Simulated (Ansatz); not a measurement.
A correction line for wB97X-V/def2-TZVPP: vertical ionisation energy

The vertical ionisation energy (cation less neutral) in eV of 7 molecular compounds of Y: x at wB97X-V/def2-TZVPP, y at CCSD(T)/def2-TZVPP. Shapes, held fixed at every level: PBE0-D4/def2-TZVP. Flexible molecules stand in one conformer, not always the lowest. Programs: Ansatz 0.2.0.

```
                                       molecule  x (eV)  y (eV)
         C2H8NO2Y (SMILES C[N](C)[Y]([OH])[OH])    7.50    7.58
YSi2NH8O2 (SMILES [NH2][Y]([O][SiH3])[O][SiH3])    9.30       ?
             C3H9O3Y (SMILES C[O][Y]([O]C)[O]C)    9.43    9.53
                                       Y(NH2)F2    9.58    9.53
           C2H6ClO2Y (SMILES C[O][Y]([Cl])[O]C)   10.04   10.10
                                        Y(OH)2F   11.11   11.13
                YCl2F (SMILES [F][Y]([Cl])[Cl])   11.67   11.60
```

Fit y = c + s·x to the known rows and predict y for YSi2NH8O2.


1. Means of the 6 rows: x = 9.8883, y = 9.912.
2. Σ(Δx)² = 10.699, Σ(Δx·Δy) = 10.386, so the slope is 10.386/10.699 = 0.97074.
3. Intercept: 9.912 − (0.97074) × 9.8883 = 0.313. The largest residual of the fit is 0.082.
4. YSi2NH8O2: 0.313 + 0.97074 × 9.30 = 9.34 eV.

CCSD(T)/def2-TZVPP gives 9.25 eV, so the prediction is off by +0.09 eV, about the largest residual. Uncorrected, wB97X-V/def2-TZVPP misses it by +0.05 eV, and the other rows by 0.06 on average. The line makes this one worse. Left out in turn, the other rows are missed by 0.07 eV on average, hardly better than no correction. Cations run unrestricted. For atoms past krypton def2 sets carry core potentials with scalar relativity. Outer-core shells of Y are correlated, in sets that cover them unevenly.

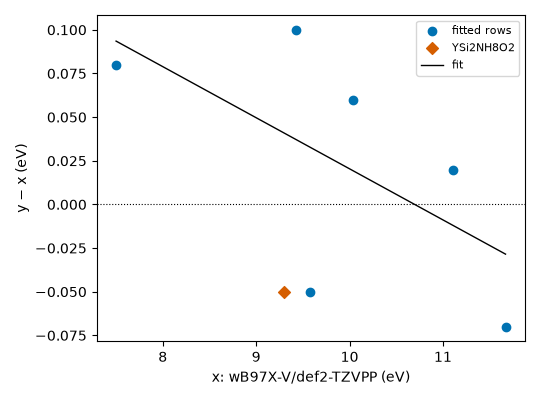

The correction y − x against x, with the fitted line and the withheld molecule.
